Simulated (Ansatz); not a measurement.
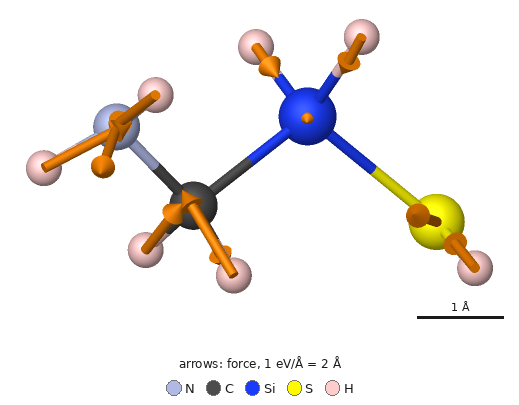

Starting geometry of CH7NSSi with the computed forces as orange arrows. Style: ball-and-stick. Shown from a free direction.

The start comes from PBE-D4/def2-SVP.

Method: RKS PBE0-D4/def2-TZVP in Ansatz.

Input file:
```yaml
crystal:
  periodic: [false, false, false]
  atoms:
    - {symbol: N, position_ang: [-0.469669, 1.740824, -0.268962]}
    - {symbol: C, position_ang: [-0.506296, 0.305974, -0.555017]}
    - {symbol: Si, position_ang: [0.935226, -0.511513, 0.382697]}
    - {symbol: S, position_ang: [0.927486, -2.673782, 0.183619]}
    - {symbol: H, position_ang: [-1.092314, 2.262180, -0.899161]}
    - {symbol: H, position_ang: [-0.809681, 1.925387, 0.683367]}
    - {symbol: H, position_ang: [-0.297339, 0.136527, -1.633495]}
    - {symbol: H, position_ang: [-1.470234, -0.228823, -0.347556]}
    - {symbol: H, position_ang: [0.859210, -0.106835, 1.834040]}
    - {symbol: H, position_ang: [2.254412, -0.080045, -0.184977]}
    - {symbol: H, position_ang: [-0.265201, -2.826894, 0.826146]}
basis:
  gaussian: {orbitals: def2-TZVP}
hamiltonian: {xc: pbe0, dispersion: d4}
relax: {f_tol: 0.005, max_steps: 150}
```

Command:
```bash
ansatz run in.yaml --threads 4 --pin off --events-out ev --progress --plain --max-ram 10444MiB
```

Q: Is this structure relaxed? If not, where do the atoms go?

A: It isn't relaxed: the largest force vector, on N1, is 0.77 eV/Å. The final displacements follow the starting forces only in part (cosine between the two patterns 0.38). The largest move after the best rigid fit is that of H6, 0.083 Å. Largest moves by element: H 0.083 Å, S 0.041 Å, C 0.026 Å, N 0.022 Å, Si 0.015 Å. Among the contacts that change: Si3–S4 2.171 → 2.143 Å, C2–Si3 1.904 → 1.880 Å, C2–H8 1.122 → 1.102 Å, S4–H11 1.363 → 1.344 Å. The energy falls by 1.13 kcal/mol in 9 geometry steps. Largest force component: 0.72 eV/Å at the start, 0.0029 eV/Å at the end.
